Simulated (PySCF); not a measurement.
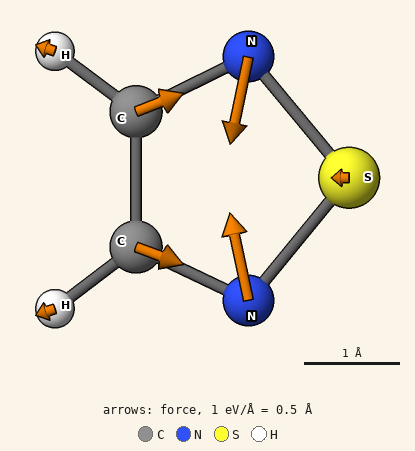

Starting geometry of C$_{2}$H$_{2}$N$_{2}$S with the computed forces as orange arrows. Style: ball-and-stick. Shown at a tilt.

The start comes from MMFF94s.

Computed with PySCF, PBE0-D3(BJ)/def2-SVP geometry optimisation, gas phase. 

**Is this structure relaxed? If not, where do the atoms go?**

It isn't relaxed: the largest force vector, on N atoms, is 1.92 eV/Å. The atoms end up moving mostly along the starting forces (cosine between the two patterns 0.88). The energy falls by 9.08 kJ/mol in 7 geometry steps. The largest moves after the best rigid fit, 0.044 Å, are those of N atoms. Largest moves by element: N 0.044 Å, H 0.009 Å, C 0.006 Å. S stays in place. Among the contacts that change: N–S 1.678 → 1.642 Å, C–N 1.335 → 1.314 Å, C–H 1.081 → 1.093 Å. Bond angles that change, for instance: C–N–S 104.5° → 107.2°, N–C–H 118.0° → 120.3°.
